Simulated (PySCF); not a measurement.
# C₂H₉NSSi₂: a tour of settings

Which settings matter for C₂H₉NSSi₂ (`CC(=S)N([SiH3])[SiH3]`)?

Programs: PySCF 2.14.0, with density-fitted response routines of our own. Each step states its level of theory. These are calculated values for one molecule, in the gas phase or a continuum, unless marked as measured. Atoms are numbered from 0 throughout.

### Step 1. The molecule as given

15 atoms, charge 0, multiplicity 1; geometry from: GFN2-xTB.

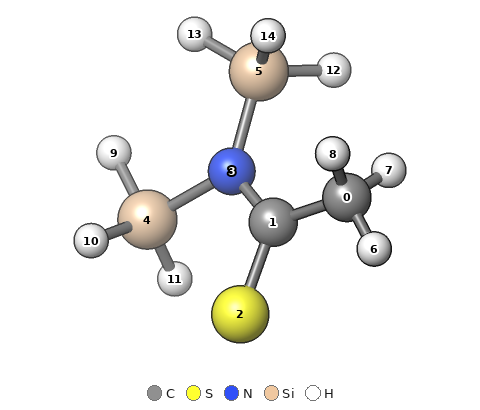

As it starts; carbon grey, sulfur yellow, nitrogen blue, silicon light orange, hydrogen white, atoms numbered.

### Step 2. NMR shieldings: PBE0/pcseg-1 in chloroform

The job: settings as JSON, then the geometry in Å.

```
{"job": {"kind": "nmr", "xc": "PBE0", "basis": "pcseg-1", "solvent": "chloroform", "pop": false, "scf": {"conv": 1e-07, "aux": "def2-qzvpp-jkfit"}}, "charge": 0, "multiplicity": 1}
C      2.063042     0.137981    -0.139588
C      0.824509    -0.656487     0.089595
S      0.914459    -2.270704     0.415651
N     -0.384045    -0.095362     0.045259
Si    -1.663026    -1.317803     0.340082
Si    -0.642842     1.608956    -0.282258
H      2.925411    -0.523817    -0.150936
H      2.004134     0.675414    -1.085507
H      2.189753     0.871132     0.657150
H     -2.855591    -0.468675     0.217672
H     -1.577588    -1.777131     1.716570
H     -1.677715    -2.269037    -0.759384
H     -0.222820     1.863900    -1.661519
H     -2.062896     1.852597    -0.094504
H      0.160799     2.377025     0.669805
```

Level: GIAO PBE0/pcseg-1 NMR shielding, non-relativistic, IEF-PCM chloroform.

Command:

```
OMP_NUM_THREADS=1 python probes_run.py task.json out
```

The driver reads the jobs from task.json and runs them one after another.

Standard output:

```text
final grid: 117360 points
cycle   1  E = -1112.9192277303  dE =  5.917e-01  |g| = 3.757e-01  |ddm| = 3.984e+00
cycle   2  E = -1112.8906123229  dE =  2.862e-02  |g| = 5.066e-01  |ddm| = 1.131e+00
cycle   3  E = -1112.9571681704  dE = -6.656e-02  |g| = 9.481e-02  |ddm| = 6.998e-01
cycle   4  E = -1112.9593169206  dE = -2.149e-03  |g| = 3.298e-02  |ddm| = 1.346e-01
cycle   5  E = -1112.9595410411  dE = -2.241e-04  |g| = 1.346e-02  |ddm| = 4.342e-02
cycle   6  E = -1112.9595854044  dE = -4.436e-05  |g| = 1.348e-03  |ddm| = 1.536e-02
cycle   7  E = -1112.9595858883  dE = -4.839e-07  |g| = 2.316e-04  |ddm| = 2.082e-03
cycle   8  E = -1112.9595859058  dE = -1.751e-08  |g| = 5.256e-05  |ddm| = 4.625e-04
converged SCF energy = -1112.9595859058

GIAO shielding tensors (ppm)
atom      isotropic    diamagn.    paramagn.     s11        s22        s33       span
  0 C      162.012     250.016     -88.004    139.523    150.952    195.561     56.038
  1 C      -32.279     250.635    -282.914   -175.681    -57.367    136.210    311.891
  2 S      108.300    1060.513    -952.213   -175.952     57.690    443.163    619.115
  3 N      113.071     327.583    -214.512      2.137    140.565    196.512    194.376
  4 Si     426.253     878.869    -452.616    366.955    407.304    504.500    137.545
  5 Si     403.312     881.595    -478.283    378.441    385.947    445.549     67.109
  6 H       28.410      28.816      -0.406     23.351     29.422     32.458      9.107
  7 H       28.853      29.605      -0.752     24.549     28.840     33.169      8.620
  8 H       28.675      29.263      -0.588     24.784     28.182     33.058      8.274
  9 H       27.216      30.393      -3.177     22.991     26.895     31.762      8.771
 10 H       26.519      28.914      -2.395     22.348     25.561     31.647      9.299
 11 H       26.533      28.892      -2.359     22.313     25.612     31.675      9.362
 12 H       26.971      29.844      -2.873     23.738     25.195     31.980      8.242
 13 H       26.894      30.288      -3.394     22.377     26.997     31.309      8.932
 14 H       26.996      30.015      -3.019     23.551     25.818     31.619      8.068
```

Wall time 16 s (1 thread of AMD EPYC 7R43, shared host); peak memory 0.87 GiB.

No reference compound was run at this level, so shieldings alone are listed. Atoms listed in one row are averaged.

| atoms | environment | σ (ppm) |
| --- | --- | --- |
| C1 | thiocarbonyl carbon | -32.3 |
| C0 | methyl carbon | 162.0 |
| H9, H10, H11, H12, H13, H14 | hydrogen on a silicon bonded to N | 26.85 |
| H6, H7, H8 | hydrogen on a methyl carbon | 28.65 |
| S2 | thione sulfur | 108 |
| N3 | thioamide-type nitrogen | 113.1 |
| Si4, Si5 | silicon bonded to N, 3 H | 414.8 |

### Step 3. Shielding tensors: PBE0/SBKJC-VDZ

The job, as its differences from that of step 2:

```diff
@@ -1,2 +1,2 @@
-{"job": {"kind": "nmr", "xc": "PBE0", "basis": "pcseg-1", "solvent": "chloroform", "pop": false, "scf": {"conv": 1e-07, "aux": "def2-qzvpp-jkfit"}}, "charge": 0, "multiplicity": 1}
+{"job": {"kind": "nmr", "xc": "PBE0", "basis": "SBKJC-VDZ", "pop": true, "gauge": [0, 0, 0], "scf": {"max_cycle": 96}}, "charge": 0, "multiplicity": 1}
 C      2.063042     0.137981    -0.139588
```

With the program's defaults for keys left out, this is: common gauge origin PBE0/SBKJC-VDZ NMR shielding, non-relativistic, gas phase.

Standard output:

```text
final grid: 117360 points
cycle   1  E = -43.7653851216  dE = -2.315e+00  |g| = 1.369e+00  |ddm| = 5.290e+00
cycle   2  E = -42.4430781197  dE =  1.322e+00  |g| = 2.545e+00  |ddm| = 8.546e+00
cycle   3  E = -44.2908707225  dE = -1.848e+00  |g| = 3.374e-01  |ddm| = 7.136e+00
cycle   4  E = -44.3219099992  dE = -3.104e-02  |g| = 1.954e-01  |ddm| = 1.537e+00
cycle   5  E = -44.3346466510  dE = -1.274e-02  |g| = 4.701e-02  |ddm| = 6.915e-01
cycle   6  E = -44.3352325442  dE = -5.859e-04  |g| = 5.077e-03  |ddm| = 7.999e-02
cycle   7  E = -44.3352399310  dE = -7.387e-06  |g| = 2.047e-03  |ddm| = 1.919e-02
cycle   8  E = -44.3352414726  dE = -1.542e-06  |g| = 2.473e-04  |ddm| = 6.783e-03
cycle   9  E = -44.3352414899  dE = -1.725e-08  |g| = 7.300e-05  |ddm| = 6.041e-04
cycle  10  E = -44.3352414914  dE = -1.511e-09  |g| = 1.997e-05  |ddm| = 1.889e-04
cycle  11  E = -44.3352414915  dE = -1.302e-10  |g| = 2.665e-06  |ddm| = 6.933e-05
converged SCF energy = -44.3352414915

GIAO shielding tensors (ppm)
atom      isotropic    diamagn.    paramagn.     s11        s22        s33       span
  0 C          nan         nan         nan        nan        nan        nan        nan
  1 C          nan         nan         nan        nan        nan        nan        nan
  2 S          nan         nan         nan        nan        nan        nan        nan
  3 N          nan         nan         nan        nan        nan        nan        nan
  4 Si         nan         nan         nan        nan        nan        nan        nan
  5 Si         nan         nan         nan        nan        nan        nan        nan
  6 H        3.537     -11.954      15.491    -42.663     -9.648     62.922    105.584
  7 H       41.994      54.918     -12.924      8.996     32.850     84.135     75.139
  8 H       37.591      47.778     -10.188      6.657     23.962     82.153     75.496
  9 H       29.133      38.103      -8.970      7.848     22.569     56.981     49.133
 10 H       28.584      36.563      -7.979      4.967     16.297     64.487     59.520
 11 H       28.980      37.081      -8.101      5.399     16.860     64.682     59.283
 12 H       35.690      48.717     -13.027     20.169     30.088     56.811     36.642
 13 H       26.871      35.193      -8.322      9.643     19.546     51.423     41.779
 14 H       36.732      50.523     -13.791     20.232     32.576     57.390     37.158
```

Run time: 3.6 s. Hardware: 1 thread of AMD EPYC 7R43, shared host; peak memory 0.75 GiB.

A normal end doesn't make this result sound: the shieldings of some atoms came out as not-a-number; a common gauge origin replaces GIAOs, so the shieldings depend on where the origin lies; the basis SBKJC-VDZ leaves the core to a potential or lacks core functions, which properties at the nuclei need.

### Step 4. Nuclear shieldings: PBE/pcSseg-1

The job, as its differences from that of step 3:

```diff
@@ -1,2 +1,2 @@
-{"job": {"kind": "nmr", "xc": "PBE0", "basis": "SBKJC-VDZ", "pop": true, "gauge": [0, 0, 0], "scf": {"max_cycle": 96}}, "charge": 0, "multiplicity": 1}
+{"job": {"kind": "nmr", "xc": "PBE", "basis": "pcSseg-1", "pop": false, "scf": {"level_shift": 0.3}}, "charge": 0, "multiplicity": 1}
 C      2.063042     0.137981    -0.139588
```

Level: GIAO PBE/pcSseg-1 NMR shielding, non-relativistic, gas phase.

Standard output:

```text
final grid: 117360 points
cycle   1  E = -1112.7644780371  dE =  5.308e-01  |g| = 5.767e-01  |ddm| = 3.539e+00
cycle   2  E = -1112.7955873261  dE = -3.111e-02  |g| = 6.102e-01  |ddm| = 1.301e+00
cycle   3  E = -1112.8584363308  dE = -6.285e-02  |g| = 2.230e-01  |ddm| = 3.778e-01
cycle   4  E = -1112.8714889441  dE = -1.305e-02  |g| = 8.179e-02  |ddm| = 2.431e-01
cycle   5  E = -1112.8732361618  dE = -1.747e-03  |g| = 2.588e-02  |ddm| = 7.910e-02
cycle   6  E = -1112.8734679624  dE = -2.318e-04  |g| = 6.402e-03  |ddm| = 3.662e-02
cycle   7  E = -1112.8734885772  dE = -2.061e-05  |g| = 2.224e-03  |ddm| = 1.135e-02
cycle   8  E = -1112.8734917374  dE = -3.160e-06  |g| = 8.015e-04  |ddm| = 4.848e-03
cycle   9  E = -1112.8734924547  dE = -7.173e-07  |g| = 5.071e-04  |ddm| = 2.403e-03
cycle  10  E = -1112.8734926714  dE = -2.168e-07  |g| = 3.077e-04  |ddm| = 1.315e-03
cycle  11  E = -1112.8734927382  dE = -6.675e-08  |g| = 2.241e-04  |ddm| = 6.879e-04
cycle  12  E = -1112.8734927678  dE = -2.958e-08  |g| = 1.473e-04  |ddm| = 3.865e-04
cycle  13  E = -1112.8734927788  dE = -1.107e-08  |g| = 9.581e-05  |ddm| = 2.259e-04
cycle  14  E = -1112.8734927834  dE = -4.566e-09  |g| = 5.633e-05  |ddm| = 1.357e-04
cycle  15  E = -1112.8734927850  dE = -1.615e-09  |g| = 3.925e-05  |ddm| = 8.318e-05
cycle  16  E = -1112.8734927857  dE = -6.780e-10  |g| = 2.747e-05  |ddm| = 5.170e-05
level shift removed, Fock matrix diagonalised once more
converged SCF energy = -1112.8734927857

GIAO shielding tensors (ppm)
atom      isotropic    diamagn.    paramagn.     s11        s22        s33       span
  0 C      148.876     250.106    -101.229    126.100    138.831    181.698     55.597
  1 C      -33.742     254.850    -288.592   -170.520    -50.325    119.620    290.140
  2 S       12.280    1058.980   -1046.700   -329.891    -32.722    399.454    729.345
  3 N      104.907     329.849    -224.942     -3.186    138.338    179.571    182.757
  4 Si     416.873     879.404    -462.531    355.528    391.586    503.506    147.978
  5 Si     399.497     882.348    -482.851    371.013    380.965    446.513     75.500
  6 H       28.358      28.955      -0.598     23.409     29.401     32.263      8.855
  7 H       28.790      30.288      -1.497     24.623     28.930     32.819      8.196
  8 H       28.620      29.951      -1.331     24.877     28.334     32.649      7.773
  9 H       26.906      30.166      -3.260     22.933     26.558     31.227      8.295
 10 H       26.194      28.810      -2.616     22.061     25.248     31.272      9.211
 11 H       26.211      28.802      -2.591     22.039     25.275     31.317      9.278
 12 H       26.734      30.116      -3.382     23.664     24.947     31.590      7.926
 13 H       26.510      30.224      -3.713     21.996     26.834     30.701      8.705
 14 H       26.800      30.331      -3.531     23.576     25.598     31.227      7.650
```

Wall time 40 s (1 thread of AMD EPYC 7R43, shared host); peak memory 0.75 GiB.

Key values: σ C1 -33.7, C0 148.9, S2 12, N3 104.9, H9 26.56, H6 28.59 ppm (means over like atoms).

(Part 1 of 2 ends here.)
